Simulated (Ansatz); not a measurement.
Hypothetical P6_3/mmc GeS2, thickness series

The reference is GeS$_{2}$ in the 2H-MoS2 type structure (space group P6_3/mmc, No. 194; a = 3.382 Å, c = 10.390 Å; a hypothetical phase, not in the database extracts checked; layered, stacked along the Cartesian z axis).

Free-standing slabs (3 atom(s) a layer) normal to the stacking axis with 15 Å of vacuum; in-plane cell relaxed.

Calculations: PBEsol-D3(BJ) in Ansatz (plane waves to 420 eV, PAW, no spin-orbit coupling).

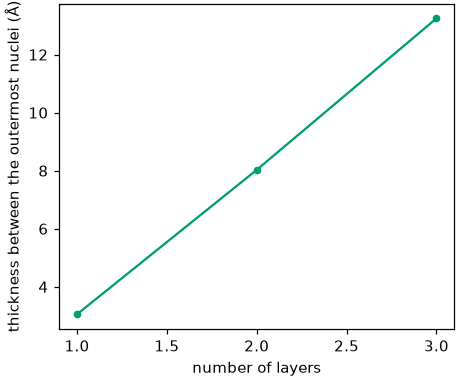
*Thickness between the outermost nuclei against number of layers*

```json
[
 {"number of layers": "1", "thickness between the outermost nuclei": "3.05 Å"},
 {"number of layers": "2", "thickness between the outermost nuclei": "8.03 Å"},
 {"number of layers": "3", "thickness between the outermost nuclei": "13.25 Å"}
]
```

Stability against distortions was not tested. The final runs are not spin-polarised.

Ansatz is a quantum-chemistry and plane-wave program.
